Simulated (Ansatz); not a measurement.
C (Fd-3m): refractive index against wavelength

The refractive index of C (Fd-3m) below the direct gap (5.59 eV on the mesh) is read from one computed spectrum, n = √(Re ε).

It takes space group Fd-3m (No. 227, cubic). The conventional cell has a = 3.567 Å, b = 3.567 Å, c = 3.567 Å, α = 90.00°, β = 90.00°, γ = 90.00°. C on site a has 4 C at 1.54 Å as nearest neighbours.

Method: Ansatz 0.2.0, PBE, independent particles, k-mesh 16×16×16 with interpolation inside its cells, Gaussian parameter 0.15 eV.

Launch of the response step: `ansatz run input.yaml --threads 4 --pin off --max-ram 8192MiB --backend cpu --events-out ev --progress --plain --runs-dir out`. The run took 3 s, on 4 threads of Arm Neoverse V1, on a shared host.

| wavelength (nm) | photon energy E (eV) | n |
| --- | --- | --- |
| 700 | 1.771 | 2.4711 |
| 633 | 1.959 | 2.4781 |
| 532 | 2.331 | ? |
| 450 | 2.755 | 2.5179 |
| 405 | 3.061 | 2.5382 |
| 365 | 3.397 | 2.5643 |
| 308 | 4.025 | 2.6273 |

In the single-oscillator model n² − 1 = E₀E_d/(E₀² − E²), so 1/(n² − 1) = E₀/E_d − E²/(E₀E_d) is linear in E².

Working, on the rows shown:

| x = E² (eV²) | y = 1/(n² − 1) |
| --- | --- |
| 3.13716 | 0.195835 |
| 3.83641 | 0.194515 |
| 7.59115 | 0.187272 |
| 9.37179 | 0.18374 |
| 11.5384 | 0.179352 |
| 16.2043 | 0.169414 |

Means: x̄ = 8.6132, ȳ = 0.18502. Σ(x − x̄)(y − ȳ) = -0.2429, Σ(x − x̄)² = 120.6. Slope = -0.2429 / 120.6 = -0.002014; intercept = ȳ − slope · x̄ = 0.20237. Turned back into n, the line misses the rows shown by at most 0.0021.

Task: Fill in the last column of the withheld row.

Result: At x = 5.4314 the line gives y = 0.19143, that is 2.4948. The run gave 2.4946, so the interpolation is off by 0.00016, 0.1 % of the range in the table.

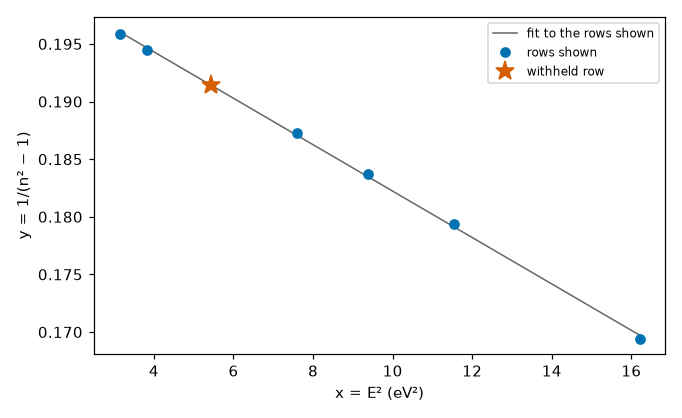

Refitted with all rows, the slope is -0.002015 and the intercept 0.20238. These give E₀ = √(intercept/−slope) = 10.02 eV and E_d = E₀/intercept = 49.5 eV; E₀ is 1.8 times the direct gap. The electronic limit at long wavelengths, without lattice vibrations, is n = √(1 + 1/intercept) = 2.437. Excitons are left out and so are local fields; PBE gaps are as a rule too small.
